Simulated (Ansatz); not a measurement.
**BrCl (bromine chloride) at HF/Sapporo-TZP**

Aim: the energy change on altering one bond length of BrCl (bromine chloride) at HF/Sapporo-TZP, from 2 runs. 

The results are computed with Ansatz 0.2.0.

3 further runs of the same task are left out: 2 that didn't finish, 1 set aside as unsound or not needed.

## (1) The structure to begin with

The species is BrCl (2 atoms), meant as a singlet with charge 0. SMILES: `ClBr`. Geometry: the measured bond length.

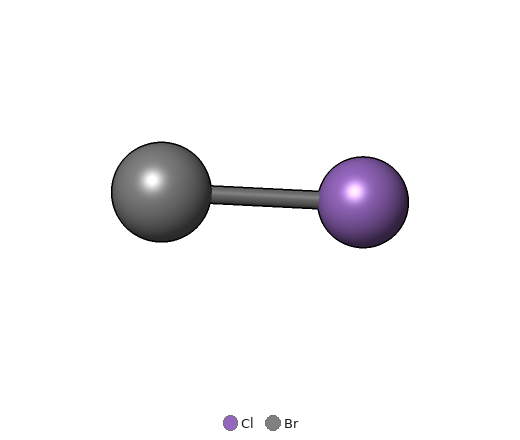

Viewed from a chosen angle; chlorine purple, bromine grey.

## (2) The energy at HF/Sapporo-TZP

run.yaml reads:

```yaml
basis:
  gaussian: {orbitals: Sapporo-TZP.json}
crystal:
  periodic: [false, false, false]
  atoms:
    - {symbol: Cl, position_ang: [0.000000, 0.000000, 0.000000]}
    - {symbol: Br, position_ang: [0.000000, 0.000000, 2.136065]}
hamiltonian: {xc: hf}
```

The basis set Sapporo-TZP is read from a file made from the Basis Set Exchange's data (not shown).

The run is started by

```console
$ ansatz run run.yaml --threads 1 --pin off --max-ram 2610MiB --events-out events.jsonl --progress --plain --runs-dir runs
```

The log of the run:

```text
Warning: RAYON_NUM_THREADS=1 ignored (pool sized by the plan → 1); use --threads N
Functional definition: HF
  name "HF"
  exchange = exact_x
  correlation = 0
487 factors; integrals over basis functions are off by at most 7.0e-4 eV
mean field evaluation 1: about -82500.5328 eV, gradient 1.2e1 eV
mean field evaluation 2: about -82500.6487 eV, gradient 1.2e1 eV
mean field evaluation 4: about -82501.0753 eV, gradient 1.0e0 eV
mean field evaluation 8: about -82501.0832 eV, gradient 3.0e-3 eV
mean field -82501.08320495 eV, -3031.8588865391 hartree, gradient 5.2e-5 eV, S^2 0.000000; 0 other end points of the search recorded, 0 dependent functions left out
reference -82501.08320495 eV, -3031.8588865391 hartree; 26, 26 occupied and 51, 51 virtual orbitals, 487 factors
Total energy: -82501.08320495 eV, -3031.8588865391 hartree
```

Run time: 0.83 s. Hardware: 1 thread of Arm Neoverse V1, shared host.

## (3) The distorted shape, same level

run.yaml reads:

```yaml
basis:
  gaussian: {orbitals: Sapporo-TZP.json}
crystal:
  periodic: [false, false, false]
  atoms:
    - {symbol: Cl, position_ang: [0.000000, 0.000000, -3.204135]}
    - {symbol: Br, position_ang: [0.000000, 0.000000, 2.136065]}
hamiltonian: {xc: hf}
```

The basis set Sapporo-TZP is read from a file made from the Basis Set Exchange's data (not shown).

The run is started by

```console
$ ansatz run run.yaml --threads 1 --pin off --max-ram 2610MiB --events-out events.jsonl --progress --plain --runs-dir runs
```

The log of the run:

```text
Warning: RAYON_NUM_THREADS=1 ignored (pool sized by the plan → 1); use --threads N
[... 4 set-up lines as earlier in the session ...]
478 factors; integrals over basis functions are off by at most 8.9e-4 eV
mean field evaluation 1: about -82489.7674 eV, gradient 2.6e1 eV
mean field evaluation 2: about -82489.7677 eV, gradient 2.6e1 eV
mean field evaluation 4: about -82486.9128 eV, gradient 3.4e1 eV
mean field evaluation 8: about -82494.6885 eV, gradient 1.1e-1 eV
mean field evaluation 16: about -82494.7446 eV, gradient 2.2e-1 eV
mean field evaluation 32: about -82494.8698 eV, gradient 3.4e-6 eV
mean field evaluation 64: about -82494.7894 eV, gradient 3.9e-1 eV
mean field evaluation 96: about -82494.7997 eV, gradient 1.9e-1 eV
mean field evaluation 128: about -82493.0775 eV, gradient 2.1e1 eV
mean field evaluation 160: about -82489.9828 eV, gradient 2.6e1 eV
mean field -82494.86980232 eV, -3031.6305482042 hartree, gradient 2.0e-6 eV, S^2 0.000000; 4 other end points of the search recorded, 0 dependent functions left out
reference -82494.86980232 eV, -3031.6305482042 hartree; 26, 26 occupied and 51, 51 virtual orbitals, 478 factors
Total energy: -82494.86980232 eV, -3031.6305482042 hartree
```

Run time: 3.3 s. Hardware: 1 thread of Arm Neoverse V1, shared host.

## (4) Outcome

At HF/Sapporo-TZP:

```
                                                           quantity           value
                                          first shape: total energy  -3031.85889 Eh
                                      distorted shape: total energy  -3031.63055 Eh
energy change with the Cl1–Br2 bond stretched from 2.136 to 5.340 Å        6.213 eV
```

In words: One bond (distorted shape) is far stretched, which a spin-restricted single reference describes badly; a broken-symmetry solution may lie lower. With the Cl1–Br2 bond stretched from 2.136 to 5.340 Å the energy rises by 6.21 eV (143 kcal/mol). The first shape isn't relaxed at this level, so the change isn't measured from a minimum. A restricted reference can't describe the breaking bond well at this length.
